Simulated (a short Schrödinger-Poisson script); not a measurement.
Structure: MOS inversion layer, SiO2 on p-type Si(100), at 300 K.

```tsv
layer	material	thickness (nm)	Na (cm⁻³)
1	SiO2	1.5	-
2	Si	320	9e17
```

Constants are typed, rounded textbook-type inputs, not results; the design itself was drawn at random and stands for no fabricated device. SiO2: permittivity 3.9, conduction-band edge (eV) 3.15, gap (eV) 9, electron mass (mₑ) 0.5. Si: permittivity 11.7, conduction-band edge (eV) 0, gap (eV) 1.124, Nv at 300 K (cm⁻³) 3.1e19.

Channel valleys (confinement mass, in-plane density-of-states mass, number): Δ2 0.916, 0.19, 2; Δ4 0.19, 0.417, 4. At the gate the conduction-band edge of layer 1 lies 3.43 eV − eVg above the Fermi level of the channel; the field vanishes at the back. Gaps are held at their typed values at every temperature. Mesh 0.03 nm at interfaces.

From a short Schrödinger-Poisson script (our own, NumPy): 1D Poisson equation in equilibrium, electrons quantum, Hartree (BenDaniel-Duke, 12 states a valley, the channel's in-plane mass for all, wave functions free to enter the dielectric), parabolic valleys, classical holes, full ionisation, no traps, pinning or gate leakage.

Only gate voltages with over 1e8 electrons/cm² are shown.

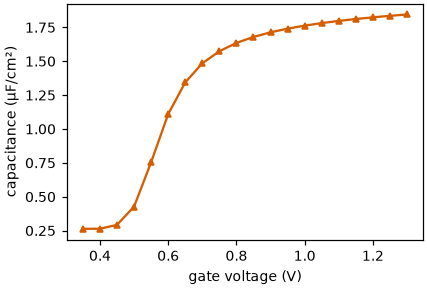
Figure: Quasi-static capacitance against gate voltage

| Vg (V) | electrons (cm⁻²) | C (μF/cm²) | Δ2 E0 (meV) | Δ2 E1 (meV) | Δ4 E0 (meV) | Δ4 E1 (meV) |
|---|---|---|---|---|---|---|
| 0.35 | 3.68e8 | 0.263 | 252.2 | 329.4 | 309.1 | 435.9 |
| 0.45 | 9.50e9 | 0.293 | 167.4 | 247.5 | 226.2 | 357.9 |
| 0.55 | 1.65e11 | 0.755 | 92.7 | 175.7 | 153.4 | 289.6 |
| 0.65 | 7.79e11 | 1.34 | 50.8 | 137.5 | 114.0 | 253.7 |
| 0.75 | 1.67e12 | 1.57 | 28.7 | 119.3 | 94.6 | 237.2 |
| 0.85 | 2.68e12 | 1.68 | 13.9 | 108.5 | 82.6 | 227.8 |
| 0.95 | 3.74e12 | 1.74 | 2.5 | 101.1 | 74.0 | 221.5 |
| 1.05 | 4.83e12 | 1.78 | -6.9 | 95.5 | 67.2 | 217.0 |
| 1.15 | 5.95e12 | 1.81 | -15.2 | 91.1 | 61.5 | 213.5 |
| 1.25 | 7.09e12 | 1.84 | -22.6 | 87.4 | 56.5 | 210.7 |

Subbands count from the Fermi level.
